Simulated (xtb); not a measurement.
Geometry relaxation of CH7NSSi (part 1 of 3)

The run: geometry relaxation of CH7NSSi. Method and program: GFN-FF (xtb 6.7.1).

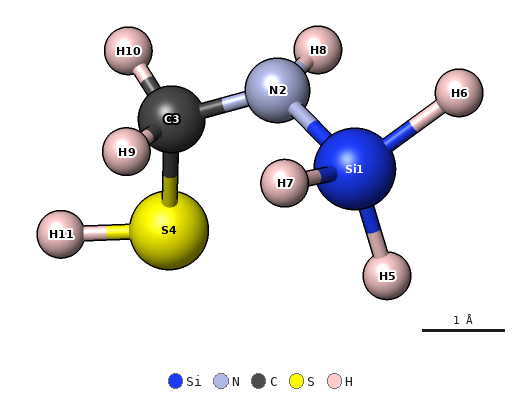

The input geometry (ball-and-stick view, seen at a tilt; atoms are numbered from 1 in the order of the input). Bond lengths as drawn: C–H 1.09 Å, C–N 1.40 Å, C–S 1.88 Å, H–N 1.01 Å, H–S 1.33 Å, H–Si 1.46 to 1.61 Å and N–Si 1.73 Å.

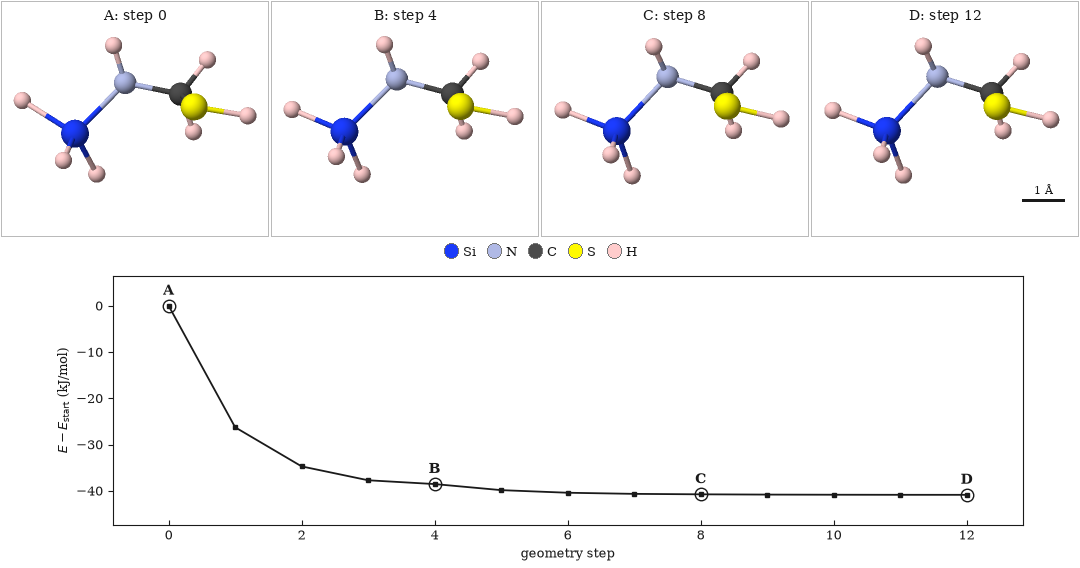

Frames of the relaxation (ball-and-stick view, seen at a tilt) above the curves, on which the letters mark them (steps are counted from 0).

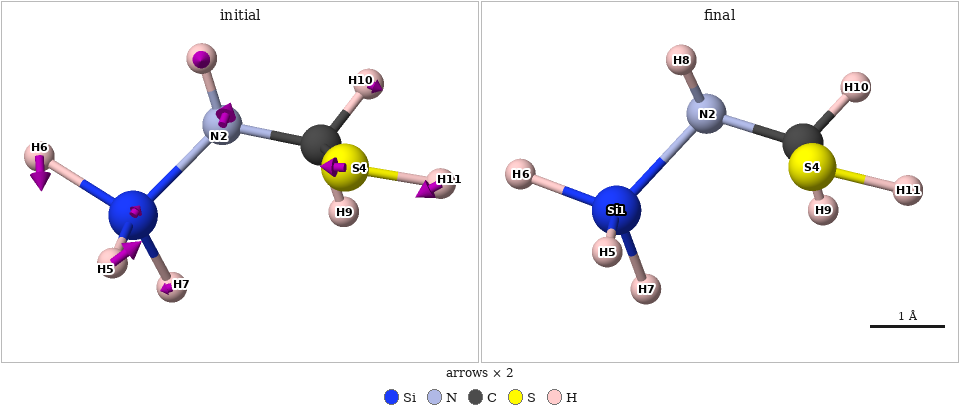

Before (left) and after (right) the relaxation, at one scale (ball-and-stick view, seen at a tilt). The pink arrows give the displacements, magnified 2 times. The largest moves after the best rigid fit, 0.25 Å, are those of H5 and H6. Largest moves by element: H 0.25 Å, N 0.21 Å, S 0.18 Å, Si 0.09 Å, C 0.04 Å. Distances before and after: Si1–H6 1.605 → 1.468 Å, C3–S4 1.884 → 1.780 Å, Si1–N2 1.734 → 1.801 Å, N2–C3 1.402 → 1.448 Å. Among the angles that change: Si1–N2–H8 117.0° → 106.7°, Si1–N2–C3 122.9° → 114.0°, N2–Si1–H6 102.5° → 111.0°. After 12 geometry steps the energy has fallen by 40.9 kJ/mol. (Atoms are counted from 1 in the order of the input.)

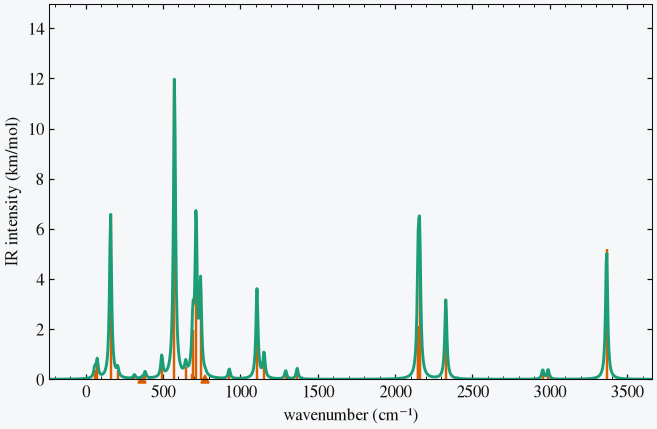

Harmonic infrared spectrum, unscaled: sticks (degenerate modes added up, dark ones marked on the axis) with a Lorentzian envelope of 16 cm⁻¹ full width, scaled to the tallest stick. 27 modes from 59 to 3368 cm⁻¹, none imaginary. The strongest line is at 574 cm⁻¹ (12.0 km/mol).

The input that produced these results follows, with the program's output.

## Input file (geo.gen)
```
11 C
 Si N C S H
   1  1     -0.50585400      1.52103200     -0.13378400
   2  2     -0.20135500      0.01302500      0.66697900
   3  3      0.69986700     -0.94211600      0.17462700
   4  4      0.01259000     -1.93866300     -1.26916700
   5  5     -1.16490200      1.40217200     -1.43768600
   6  5     -1.43486300      2.29428200      0.92248100
   7  5      0.82141700      2.11393800     -0.30215200
   8  5     -0.97658100     -0.41296800      1.15410300
   9  5      1.59274800     -0.44990500     -0.20840600
  10  5      0.96334600     -1.68193100      0.93281300
  11  5      1.10371500     -2.67896600     -1.43974900
```

Launched with:
```bash
xtb geo.gen --cma --dipole --gfnff --uhf 0 --ohess normal -P 1 > xtb.out 2> xtb.err
```

## The program's output
```
* xtb version 6.7.1
   ID    Z sym.   atoms
    1   14 Si     1
    2    7 N      2
    3    6 C      3
    4   16 S      4
    5    1 H      5-11

           -------------------------------------------------
          |                Calculation Setup                |
           -------------------------------------------------

          program call               : xtb geo.gen --cma --dipole --gfnff --uhf 0 --ohess normal -P 1
          coordinate file            : geo.gen
          omp threads                :                     1

          ==================== Thresholds ====================
          CN  :   150.00000
          rep :   500.00000
          disp:  2500.00000
          HB1 :   250.00000
          HB2 :   450.00000

          Pauling EN used:
          Z : 1  EN :  2.20
          Z : 6  EN :  2.55
          Z : 7  EN :  3.04
          Z :14  EN :  1.90
          Z :16  EN :  2.58
          electric field strengths (au): 0.000

           -------------------------------------------------
          |           Force Field Initialization            |
           -------------------------------------------------

          distances ...
          ----------------------------------------
          generating topology and atomic info file ...
          pair mat ...
          computing topology distances matrix with Floyd-Warshall algo ...
          making topology EEQ charges ...
          #fragments for EEQ constrain: 1
          ----------------------------------------
          generating topology and atomic info file ...
          pair mat ...
          computing topology distances matrix with Floyd-Warshall algo ...
          making topology EEQ charges ...
          #fragments for EEQ constrain: 1
          rings ...
          # BATM   52
          # H in HB   5

  atom   neighbors  erfCN metchar sp-hybrid imet pi  qest     coordinates
    1  Si      4    3.43   0.09         3    0    0   0.119    2.644991    1.408161    0.095287
    2  N       3    2.80   0.00         3    0    0  -0.249    0.458792   -0.771392    1.196168
    3  C       4    3.51   0.00         3    0    0   0.029   -1.765149   -1.367264   -0.116452
    4  S       2    1.93   0.00         3    0    0  -0.139   -4.298136    1.113522    0.210572
    5  H       1    0.96   0.01         0    0    0   0.000    1.735403    4.023164    0.009752
    6  H       1    0.87   0.04         0    0    0   0.000    4.931348    1.097638    2.064448
    7  H       1    0.96   0.01         0    0    0   0.000    3.242113    0.541232   -2.461945
    8  H       1    0.98   0.00         0    0    0   0.109    0.228380   -0.890230    3.086757
    9  H       1    0.97   0.00         0    0    0   0.033   -1.378907   -1.500350   -2.133674
   10  H       1    0.97   0.00         0    0    0   0.033   -2.623629   -3.110295    0.576450
   11  H       1    0.98   0.00         0    0    0   0.064   -5.979407   -0.076448   -1.228133

          #atoms :   11
          #bonds :   10
          #angl  :   16
          #tors  :   17
          #nmol  :   1
          #optfrag :   1
           -------------------------------------------------
          |                   G F N - F F                   |
          |          A general generic force-field          |
          |                  Version 1.0.3                  |
           -------------------------------------------------
          Number of HB bonds (bound hydrogen)     9
          Number of HB bonds (unbound hydrogen)   6
          Number of XB bonds                      0

 E+G (total)                   0 d,  0 h,  0 min,  0.000 sec
 distance/D3 list               ...        0 min,  0.000 sec (  0.911%)
 non bonded repulsion           ...        0 min,  0.000 sec (  6.657%)
 dCN                            ...        0 min,  0.000 sec (  8.503%)
 EEQ energy and q               ...        0 min,  0.000 sec ( 11.887%)
 D3                             ...        0 min,  0.000 sec (  9.456%)
 EEQ gradient                   ...        0 min,  0.000 sec (  2.315%)
 bonds                          ...        0 min,  0.000 sec (  8.108%)
 bend and torsion               ...        0 min,  0.000 sec ( 13.704%)
 bonded ATM                     ...        0 min,  0.000 sec (  3.886%)
 HB/XB (incl list setup)        ...        0 min,  0.000 sec ( 26.264%)

         :::::::::::::::::::::::::::::::::::::::::::::::::::::
         ::                     SUMMARY                     ::
         :::::::::::::::::::::::::::::::::::::::::::::::::::::
         :: total energy              -1.261047140957 Eh    ::
         :: gradient norm              0.092706347277 Eh/a0 ::
         ::.................................................::
         :: bond energy               -1.320570593210 Eh    ::
         :: angle energy               0.023282741179 Eh    ::
         :: torsion energy             0.003932448058 Eh    ::
         :: repulsion energy           0.058798589534 Eh    ::
         :: electrostat energy        -0.020641604228 Eh    ::
         :: dispersion energy         -0.005459454321 Eh    ::
         :: HB energy                 -0.000000039934 Eh    ::
         :: XB energy                  0.000000000000 Eh    ::
         :: bonded atm energy         -0.000389228036 Eh    ::
         :: external energy            0.000000000000 Eh    ::
         :: add. restraining           0.000000000000 Eh    ::
         :: total charge               0.000000000000 e     ::
         :::::::::::::::::::::::::::::::::::::::::::::::::::::

      -----------------------------------------------------------
     |                   =====================                   |
     |                        A N C O P T                        |
     |                   =====================                   |
     |               Approximate Normal Coordinate               |
     |                Rational Function Optimizer                |
      -----------------------------------------------------------

          ...................................................
          :                      SETUP                      :
          :.................................................:
          :   optimization level            normal          :
          :   max. optcycles                   200          :
          :   ANC micro-cycles                  20          :
          :   degrees of freedom                27          :
          :.................................................:
          :   RF solver                   davidson          :
          :   write xtbopt.log                true          :
          :   linear?                        false          :
          :   energy convergence         0.5000000E-05 Eh   :
          :   grad. convergence          0.1000000E-02 Eh/α :
          :   maximum RF displ.          1.0000000          :
          :   Hlow (freq-cutoff)         0.1000000E-01      :
          :   Hmax (freq-cutoff)         5.0000000          :
          :   S6 in model hess.         20.0000000          :
          ...................................................

generating ANC from exact Hessian ...
Using GFN-FF Lindh-Hessian
 Shifting diagonal of input Hessian by    8.6040845587973119E-003
 Lowest  eigenvalues of input Hessian
    0.000000    0.000000    0.000000    0.000000    0.000000    0.000000
    0.010000    0.010638    0.016369    0.027141    0.031719    0.035193
    0.041210    0.053737    0.061609    0.063545    0.089341    0.131113
 Highest eigenvalues
    0.962344    1.058954    1.173914    1.307619    1.873246    2.120507

........................................................................
.............................. CYCLE    1 ..............................
........................................................................
 * total energy  :    -1.2610471 Eh     change        0.0000000E+00 Eh
   gradient norm :     0.0927063 Eh/α   predicted     0.0000000E+00 (   0.00%)
   displ. norm   :     0.2472778 α      lambda       -0.1544755E-01
   maximum displ.:     0.0989366 α      in ANC's #14, #8, #11, ...

........................................................................
.............................. CYCLE    2 ..............................
........................................................................
 * total energy  :    -1.2710524 Eh     change       -0.1000524E-01 Eh
   gradient norm :     0.0450622 Eh/α   predicted    -0.8196060E-02 ( -18.08%)
   displ. norm   :     0.2373477 α      lambda       -0.4703752E-02
   maximum displ.:     0.1197109 α      in ANC's #8, #4, #5, ...

........................................................................
.............................. CYCLE    3 ..............................
........................................................................
 * total energy  :    -1.2742731 Eh     change       -0.3220702E-02 Eh
   gradient norm :     0.0245033 Eh/α   predicted    -0.2484365E-02 ( -22.86%)
   displ. norm   :     0.2149080 α      lambda       -0.1934786E-02
   maximum displ.:     0.1053620 α      in ANC's #4, #8, #5, ...

........................................................................
.............................. CYCLE    4 ..............................
........................................................................
 * total energy  :    -1.2754152 Eh     change       -0.1142161E-02 Eh
   gradient norm :     0.0163693 Eh/α   predicted    -0.1012073E-02 ( -11.39%)
   displ. norm   :     0.0912631 α      lambda       -0.3844302E-03
   maximum displ.:     0.0463002 α      in ANC's #2, #3, #7, ...

........................................................................
.............................. CYCLE    5 ..............................
........................................................................
 * total energy  :    -1.2757281 Eh     change       -0.3128392E-03 Eh
   gradient norm :     0.0125389 Eh/α   predicted    -0.1938182E-03 ( -38.05%)
   displ. norm   :     0.2111786 α      lambda       -0.7383302E-03
   maximum displ.:     0.1099786 α      in ANC's #2, #3, #7, ...

........................................................................
.............................. CYCLE    6 ..............................
........................................................................
 * total energy  :    -1.2762277 Eh     change       -0.4996289E-03 Eh
   gradient norm :     0.0085579 Eh/α   predicted    -0.3856277E-03 ( -22.82%)
   displ. norm   :     0.1487159 α      lambda       -0.3169797E-03
   maximum displ.:     0.0777083 α      in ANC's #3, #2, #5, ...

........................................................................
.............................. CYCLE    7 ..............................
........................................................................
 * total energy  :    -1.2764423 Eh     change       -0.2145584E-03 Eh
   gradient norm :     0.0062185 Eh/α   predicted    -0.1619941E-03 ( -24.50%)
   displ. norm   :     0.0862247 α      lambda       -0.1446138E-03
   maximum displ.:     0.0512784 α      in ANC's #5, #3, #2, ...

........................................................................
.............................. CYCLE    8 ..............................
........................................................................
 * total energy  :    -1.2765348 Eh     change       -0.9255684E-04 Eh
   gradient norm :     0.0035954 Eh/α   predicted    -0.7284360E-04 ( -21.30%)
   displ. norm   :     0.0556901 α      lambda       -0.5656182E-04
   maximum displ.:     0.0304520 α      in ANC's #5, #4, #3, ...

........................................................................
.............................. CYCLE    9 ..............................
........................................................................
 * total energy  :    -1.2765722 Eh     change       -0.3736105E-04 Eh
   gradient norm :     0.0020617 Eh/α   predicted    -0.2836953E-04 ( -24.07%)
   displ. norm   :     0.0434060 α      lambda       -0.3894440E-04
   maximum displ.:     0.0219261 α      in ANC's #4, #7, #9, ...

........................................................................
.............................. CYCLE   10 ..............................
........................................................................
 * total energy  :    -1.2765947 Eh     change       -0.2251082E-04 Eh
   gradient norm :     0.0024168 Eh/α   predicted    -0.1951092E-04 ( -13.33%)
   displ. norm   :     0.0297289 α      lambda       -0.1640907E-04
   maximum displ.:     0.0199305 α      in ANC's #4, #1, #9, ...
```
